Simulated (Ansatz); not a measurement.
## Abstraction of F: GeHF3 + GeF3 → GeHF2 + GeF4

Gas-phase species: GeHF3 `[F][GeH]([F])[F]`, singlet; GeF3 `[F][Ge]([F])[F]`, doublet; GeHF2 `[F][GeH][F]`, doublet; GeF4 (tetrafluorogermane) `[F][Ge]([F])([F])[F]`, singlet. A radical takes F: the energy is the difference in strength between two Ge–F bonds in different surroundings.

Shapes, held fixed at every level: PBE0-D4/def2-TZVP. Programs: Ansatz 0.2.0. The zero-point and thermal change to 298 K, harmonic and unscaled (PBE0-D4/def2-TZVP), is -1.9 kJ/mol.

| level | kind | ΔH(298 K) (kJ/mol) | less CCSD(T)/def2-TZVPP |
| --- | --- | --- | --- |
| MP2/def2-TZVPP | perturbation theory | +14.4 | +2.6 |
| HF/def2-SVP | Hartree–Fock | +13.9 | +2.1 |
| r2SCAN-D4/def2-TZVPP | meta-GGA | +16.4 | +4.6 |
| B3LYP-D4/def2-TZVPP | global hybrid | +18.5 | +6.7 |
| BHLYP-D4/def2-TZVPP | global hybrid | +14.1 | +2.3 |
| B2PLYP/def2-TZVPP | double hybrid | +16.5 | +4.7 |
| CCSD/def2-TZVPP | coupled cluster or CI | +11.1 | -0.7 |
| CCSD(T)/def2-TZVPP | coupled cluster or CI | +11.8 | 0.0 |

The highest level, CCSD(T)/def2-TZVPP, gives ΔH(298 K) = +11.8 kJ/mol; the levels span +11.1 to +18.5. The column of differences is taken from that level and isn't an error. No measured value is set beside it here. Open shells run unrestricted. Relativity is left out for Ge. Outer-core shells of Ge are correlated, in sets that cover them unevenly.

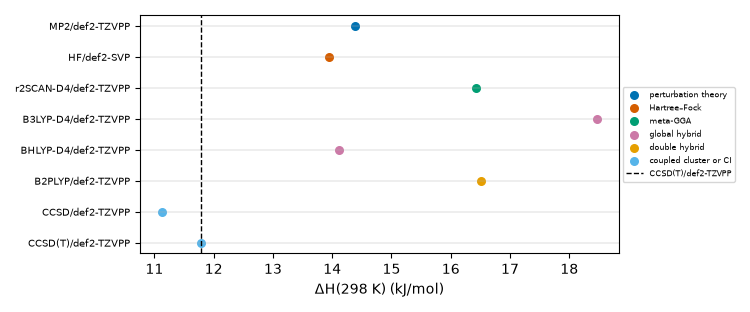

The values of the table, level by level.
